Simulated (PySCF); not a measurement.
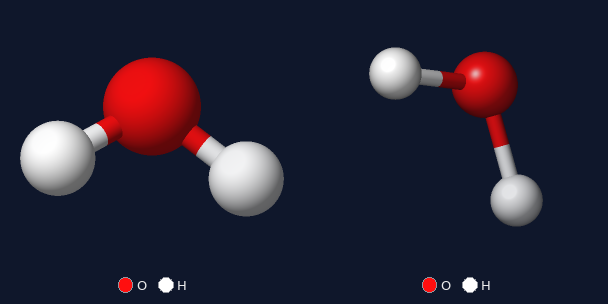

The same structure drawn twice, from different directions.

Computed geometry: GFN2-xTB optimisation. No frequency run is at hand to confirm it as a minimum.

What does the picture show?

Formula H2O. SMILES: `O`. The point group is C2v. Coordination: 1 O bent.

The parts below concern this one geometry. Atoms keep their numbers from picture to picture.

## Charges

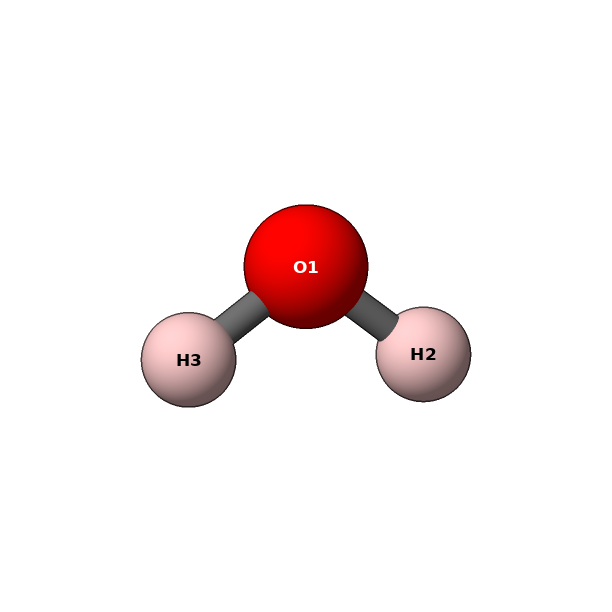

The questions are on ESP-fitted charges. No frequency run is at hand to confirm it as a minimum. Properties computed with PBE0/pcSseg-1, gas phase (PySCF 2.14.0).

Give the ESP-fitted charges atom by atom.

| atom | value (e) |
| --- | --- |
| O1 | −0.76 |
| H2 | 0.38 |
| H3 | 0.38 |

## Levels of theory compared

No frequency run is at hand to confirm it as a minimum. Program: PySCF 2.14.0.

Tabulate HOMO–LUMO gap (eV), HOMO energy (eV), dipole (D) at these levels: B3LYP/6-311G**; B3LYP/Sadlej pVTZ; BP86/IGLO-III; KT2/pcSseg-2; OLYP/6-31G*; X3LYP/cc-pVDZ; X3LYP/def2-SVP.

| level | HOMO–LUMO gap (eV) | HOMO energy (eV) | dipole (D) |
| --- | --- | --- | --- |
| B3LYP/6-311G** | 8.94 | −8.12 | 2.02 |
| B3LYP/Sadlej pVTZ | 8.17 | −8.79 | 1.82 |
| BP86/IGLO-III | 7.04 | −7.24 | 1.83 |
| KT2/pcSseg-2 | 6.95 | −7.26 | 1.86 |
| OLYP/6-31G* | 7.22 | −6.11 | 1.95 |
| X3LYP/cc-pVDZ | 9.36 | −7.90 | 1.88 |
| X3LYP/def2-SVP | 9.32 | −8.00 | 1.95 |

## NMR shielding

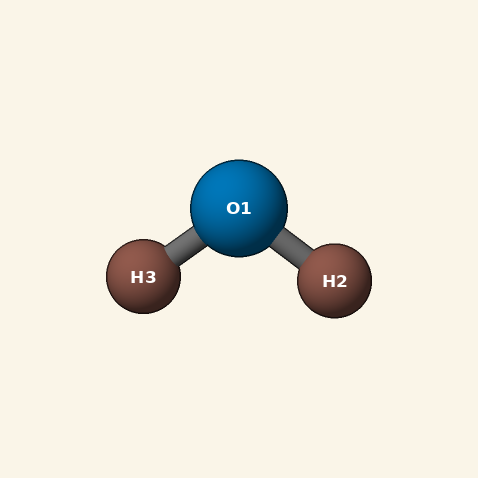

No frequency run is at hand to confirm it as a minimum. Properties computed with GIAO WP04/6-31++G** NMR shielding, non-relativistic, gas phase (PySCF 2.14.0). Principal shieldings σ11 ≤ σ22 ≤ σ33, span Ω = σ33 − σ11, skew κ = 3(σiso − σ22)/Ω.

Give the shielding tensors of the O atoms.

```
atom    σ11    σ22    σ33   σiso     Ω     κ
  O1  302.0  320.2  358.7  326.9  56.7  0.36
```

Shieldings and span in ppm.
